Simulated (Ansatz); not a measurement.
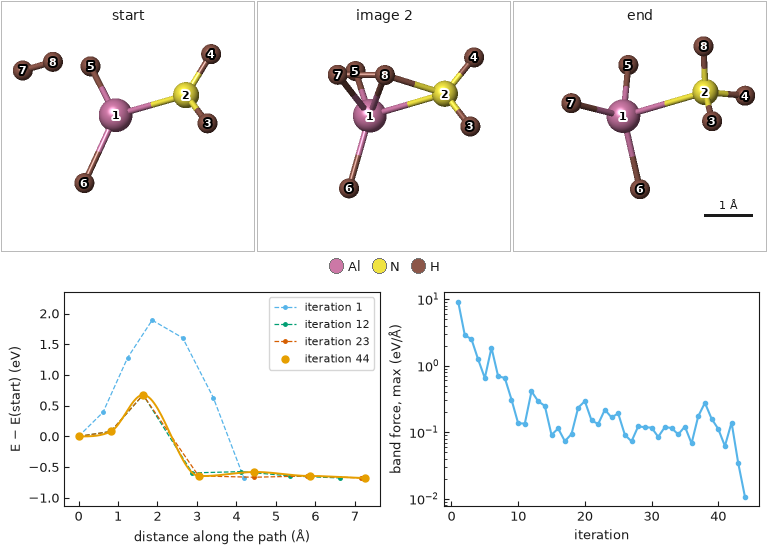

A nudged-elastic-band calculation for AlNH6, made up at the start of AlNH$_{4}$ and H2. Images are numbered from 0 (start) to 6 (end). The plot follows the band through its iterations. A ball-and-stick model, seen from a free direction.

Method: RKS PBE0/def2-SVP (Ansatz 0.2.0). Settings: 5 movable images; climbing image; force threshold 0.03 eV/Å; iteration limit 60; starting path through a guess of the saddle point.

How did the profile develop, and is the result final?

Answer. The run is converged, with reservations. The band converged in 44 iterations. The largest component of the band force went from 9.2 to 0.011 eV/Å. The climbing image converged on the top of the path. Its vibrational analysis gives one imaginary mode (1185i cm⁻¹), as a transition state must have. The first iteration put the highest image at 1.89 eV. The highest point, image 2, lies 0.68 eV above the start and 1.35 eV above the end; the end is at −0.68 eV relative to the start. The profile has 2 maxima (images 2, 4) with a dip at image 3 (−0.64 eV), so the process runs in steps.

Limits of the set-up: the start holds two separate molecules, 2.6 Å apart at their closest, whose relative position is a soft coordinate and is computed without a dispersion correction.
